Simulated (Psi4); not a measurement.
**B2H6: PBE0/cc-pVTZ-F12 (density fitting, sweep point 2)**

What is the vertical electron affinity of B2H6 at PBE0/cc-pVTZ-F12 (density fitting, sweep point 2)? Input form: a Python script.

The calculation is run with Psi4 1.11.

### 1 The molecule

B2H6 has 8 atoms, charge 0, and is taken as a singlet. Geometry: relaxed at GFN2-xTB.

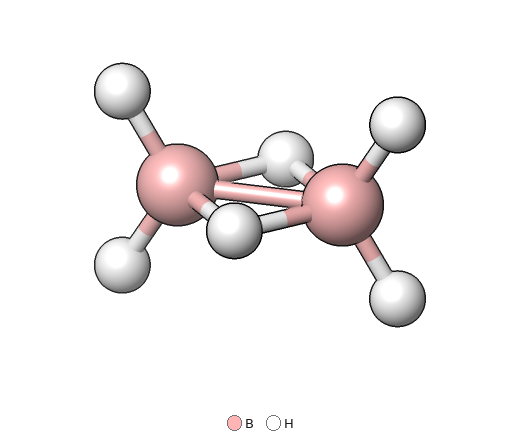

Viewed from a chosen angle; boron pink, hydrogen white.

### 2 A single-point energy at PBE0/cc-pVTZ-F12 (density fitting, sweep point 2)

Input file b2h6.py:

```python
import psi4

psi4.set_memory(1600000000)
psi4.set_num_threads(1)
psi4.core.set_output_file('run.log', False)

mol = psi4.geometry("""
0 1
B      0.96816339    -1.23187467     0.68330607
H      2.54791773    -2.23834280    -0.50616314
H      0.68357063    -1.87931373     2.78594764
H      1.18990385     1.23034399     0.53978137
B     -0.96878700     1.23219592    -0.68298482
H     -2.54721854     2.23977899     0.50621983
H     -0.68124627     1.87889799    -2.78500277
H     -1.19230380    -1.23168569    -0.54110418
units au
symmetry c1
""")

psi4.set_options({
    'puream': True,
    'scf_type': 'df',
    'dft_radial_points': 99,
    'dft_spherical_points': 590,
})

result = psi4.energy("pbe0/cc-pVTZ-F12", molecule=mol)
print('E =', round(result, 9))
```

Run with:

```bash
$ python b2h6.py
```

run.log:

```text
[...]
  Running in c1 symmetry.
[...]
  Nuclear repulsion =   31.952011155935867
[...]
  Multiplicity = 1
[...]
  Nalpha       = 8
  Nbeta        = 8
[...]
    Number of basis functions: 214
[...]
   @DF-RKS iter   1:   -53.05899443453440   -4.72450e-01   2.25085e-03 ADIIS/DIIS
[...]
   @DF-RKS iter   6:   -53.21185403679155   -2.01221e-08   1.15041e-07 DIIS
[...]
    Orbital Energies [Eh]
    ---------------------
    Doubly Occupied:
       1A     -6.796596     2A     -6.796329     3A     -0.685316
       4A     -0.485077     5A     -0.432336     6A     -0.398308
       7A     -0.397285     8A     -0.341448
[...]
  @DF-RKS Final Energy:   -53.21185403679155
   => Energetics <=
    Nuclear Repulsion Energy =             31.9520111559358675
    One-Electron Energy =                -132.0868582872103048
    Two-Electron Energy =                  54.7166328257718533
    DFT Exchange-Correlation Energy =      -7.7936397312889651
    Empirical Dispersion Energy =           0.0000000000000000
    VV10 Nonlocal Energy =                  0.0000000000000000
    Total Energy =                        -53.2118540367915500
[...]
 Multipole Moments:
 ------------------------------------------------------------------------------------
     Multipole            Electronic (a.u.)      Nuclear  (a.u.)        Total (a.u.)
 ------------------------------------------------------------------------------------
 L = 1.  Multiply by 2.5417464519 to convert [e a0] to [Debye]
 Dipole X            :         -0.0012638            0.0010612           -0.0002025
 Dipole Y            :          0.0005617           -0.0005467            0.0000150
 Dipole Z            :          0.0006015           -0.0005467            0.0000548
 Magnitude           :                                                    0.0002103
[...]
```

On the terminal:

```text
E = -53.211854037
```

Wall time 21 s (1 thread of Intel Xeon 6975P-C (Granite Rapids), shared host); peak memory 1.3 GiB.

### 3 The doublet anion at the same level

Input file job.py:

```python
import psi4

psi4.set_memory(1600000000)
psi4.set_num_threads(1)
psi4.core.set_output_file('output.dat', False)

geom = psi4.geometry("""
-1 2
B      0.96816339    -1.23187467     0.68330607
H      2.54791773    -2.23834280    -0.50616314
H      0.68357063    -1.87931373     2.78594764
H      1.18990385     1.23034399     0.53978137
B     -0.96878700     1.23219592    -0.68298482
H     -2.54721854     2.23977899     0.50621983
H     -0.68124627     1.87889799    -2.78500277
H     -1.19230380    -1.23168569    -0.54110418
units bohr
symmetry c1
""")

psi4.set_options({
    'basis': 'cc-pVTZ-F12',
    'reference': 'uks',
    'puream': True,
    'scf_type': 'df',
    'dft_radial_points': 99,
    'dft_spherical_points': 590,
    'maxiter': 150,
})

result = psi4.energy("pbe0")
print(f'pbe0 energy: {result:.10f} Eh')
```

Run with:

```bash
$ python job.py
```

output.dat:

```text
[...]
  Running in c1 symmetry.
[...]
  Nuclear repulsion =   31.952011155935867
[...]
  Multiplicity = 2
[...]
  Nalpha       = 9
  Nbeta        = 8
[...]
    Number of basis functions: 214
[...]
   @DF-UKS iter   1:   -52.81035455666183   -2.23810e-01   3.36808e-03 ADIIS/DIIS
[...]
   @DF-UKS iter  16:   -53.19225807453570    3.13630e-08   1.06148e-07 DIIS
[...]
   @S^2 Observed:                7.515101720E-01
[...]
    Orbital Energies [Eh]
    ---------------------
    Alpha Occupied:
       1A     -6.611842     2A     -6.611594     3A     -0.509866
       4A     -0.317958     5A     -0.262011     6A     -0.227896
       7A     -0.227311     8A     -0.173068     9A      0.058677
    Alpha Virtual:
      10A      0.077234    11A      0.091085    12A      0.093276
      13A      0.106658    14A      0.112263    15A      0.114282
      16A      0.129198    17A      0.171403    18A      0.211266
      19A      0.246261    20A      0.261745    21A      0.269625
      22A      0.281604    23A      0.286151    24A      0.290726
      25A      0.295068    26A      0.307387    27A      0.335073
[...]
  @DF-UKS Final Energy:   -53.19225807453570
   => Energetics <=
    Nuclear Repulsion Energy =             31.9520111559358675
    One-Electron Energy =                -134.8526044950650089
    Two-Electron Energy =                  57.6073990238391502
    DFT Exchange-Correlation Energy =      -7.8990637592457071
    Empirical Dispersion Energy =           0.0000000000000000
    VV10 Nonlocal Energy =                  0.0000000000000000
    Total Energy =                        -53.1922580745357010
[...]
 Multipole Moments:
 ------------------------------------------------------------------------------------
     Multipole            Electronic (a.u.)      Nuclear  (a.u.)        Total (a.u.)
 ------------------------------------------------------------------------------------
 L = 1.  Multiply by 2.5417464519 to convert [e a0] to [Debye]
 Dipole X            :         -0.0003770            0.0010612            0.0006843
 Dipole Y            :         -0.0012292           -0.0005467           -0.0017759
 Dipole Z            :          0.0012873           -0.0005467            0.0007406
 Magnitude           :                                                    0.0020421
[...]
```

The script printed:

```text
pbe0 energy: -53.1922580745 Eh
```

Wall time 73 s (1 thread of Intel Xeon 6975P-C (Granite Rapids), shared host); peak memory 1.3 GiB.

### 4 What came out

Level: PBE0/cc-pVTZ-F12 (density fitting, sweep point 2).

| quantity | value |
| --- | --- |
| singlet B2H6: total energy | -53.21185 Eh |
| singlet B2H6: dipole moment | 0.00 D |
| singlet B2H6: HOMO energy | -9.29 eV |
| singlet B2H6: LUMO energy | -1.11 eV |
| singlet B2H6: HOMO–LUMO gap | 8.19 eV |
| doublet anion: total energy | -53.19226 Eh |
| doublet anion: HOMO energy (highest over α and β) | 1.60 eV |
| doublet anion: LUMO energy (lowest over α and β) | 2.10 eV |
| doublet anion: ⟨S²⟩ | 0.752 |
| vertical electron affinity (to the doublet anion) | -0.533 eV |

**Reading.** The anion lies 0.53 eV (51.4 kJ/mol) above the neutral: the electron isn't bound at this level, and such a value depends on the basis. The HOMO (doublet anion) lies at positive energy, 1.60 eV; only total energies tell whether the electron is bound.
